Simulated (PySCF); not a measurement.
CH$_{9}$ClSSi$_{3}$

```xyz
15

C     2.6655    0.1527    0.3910
S     1.5672   -1.0624   -0.3910
Si   -0.3460   -0.3061    0.3021
Si   -0.7149    1.8780   -0.4493
Si   -1.8629   -1.9567   -0.2803
Cl   -3.6759   -1.1153    0.0975
H     2.4578    0.1988    1.4557
H     3.6823   -0.1880    0.2261
H     2.5206    1.1262   -0.0681
H    -0.1447   -0.3093    1.7678
H    -2.0605    2.2946   -0.0597
H     0.2252    2.8628    0.1023
H    -0.6012    1.9653   -1.9081
H    -1.8801   -2.3297   -1.6945
H    -1.8368   -3.2028    0.4866
```

Geometry: GFN2-xTB.

The calculation used PBE0/pcSseg-1, SCF density, gas phase, non-relativistic in PySCF.

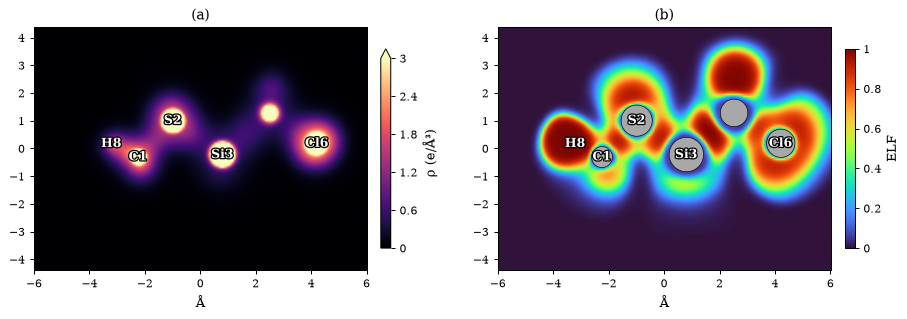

Figure 1. (a) electron density; (b) ELF on the plane of atoms C1, S2 and Si3. Grey discs cover the atomic cores in the ELF map.

Q: Describe what can be read from this map.

A: The plane passes through C, S, Si, Cl and H nuclei.
C–S (1.81 Å): ρ at the midpoint is about 1.2 e/Å³; the ELF peaks at about 0.90 between the atoms, as expected for a shared electron pair.
Si–S (2.17 Å): the density is about 0.8 e/Å³ at the midpoint; the ELF peaks at about 0.90 between the atoms, as expected for localised, covalent bonding.
C–H (1.08 Å): ρ is about 2 e/Å³ halfway; the ELF climbs to about 1 towards the hydrogen, as it does in any bond to H: a covalent bond by its length.
The ELF also peaks beside Cl6 and S2, away from the bonds: lone-pair regions.

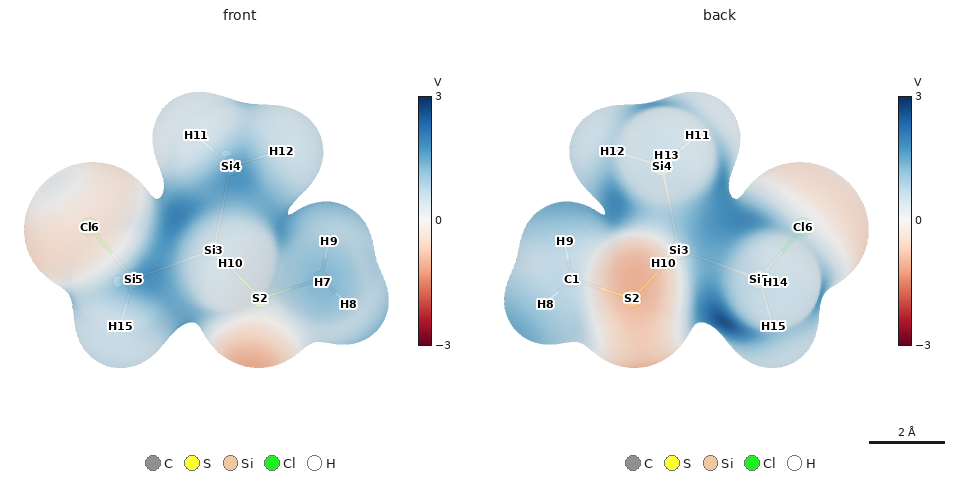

Figure 2. The electrostatic potential painted on the density surface at 0.004 e/bohr³, seen from the front and from behind; the colour scale runs from red (negative) to blue (positive).

Q: Describe the electrostatic potential map.

A: The most negative region (about −1.0 V, or −23 kcal/mol for a unit charge) lies over S2, the most positive (about +2.4 V, or +55 kcal/mol for a unit charge) over Si5. Cl6 shows a σ-hole: about +0.2 V at the tip opposite its bond, against about −0.3 V on its flanks.

Q: How polar is the molecule by this calculation?

A: Its dipole moment is 1.89 D.
